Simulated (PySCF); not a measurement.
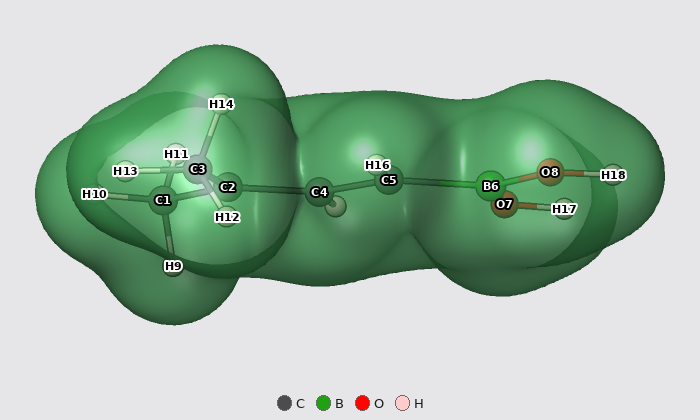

Figure. C$_{5}$H$_{10}$BO$_{2}$ (SMILES C[C+](C)/C=C/B(O)O) (charge +1). Isosurface of the electron density at 0.05 e/Å³ (green), seen from one side.

Geometry: GFN2-xTB.

Level of theory: PySCF 2.14.0, PBE0/pcSseg-1, SCF density, gas phase, non-relativistic.

```xyz
18

C    -1.9460   -1.6877   -0.4685
C    -1.2959   -0.4503   -0.0541
C    -2.0921    0.6307    0.5206
C     0.1044   -0.3500   -0.2343
C     0.8694    0.7309    0.0697
B     2.4508    0.7733   -0.1681
O     2.9957   -0.3334   -0.6933
O     3.0463    1.9140    0.1878
H    -1.5071   -2.5338    0.0704
H    -3.0221   -1.6829   -0.3209
H    -1.7151   -1.8997   -1.5169
H    -1.6953    0.9364    1.4912
H    -3.1391    0.3618    0.6280
H    -2.0202    1.5235   -0.1071
H     0.6111   -1.2086   -0.6573
H     0.4153    1.6197    0.4885
H     3.9393   -0.3692   -0.8577
H     3.9918    2.0316    0.0839
```

Q: Which contacts does the surface bridge?

A: At this value the surface is in one piece. It bridges the sampled B–O (1.34 Å), C–C (1.36 Å), C–B (1.60 Å) and O–H (0.96 Å) contacts, where the density stays above the isovalue. On the grid the lowest density along these lines, outside the cores, is 1.7 e/Å³ (B–O, 1.34 Å), 2.2 e/Å³ (C–C, 1.36 Å), 1.2 e/Å³ (C–B, 1.60 Å) and 2.4 e/Å³ (O–H, 0.96 Å).
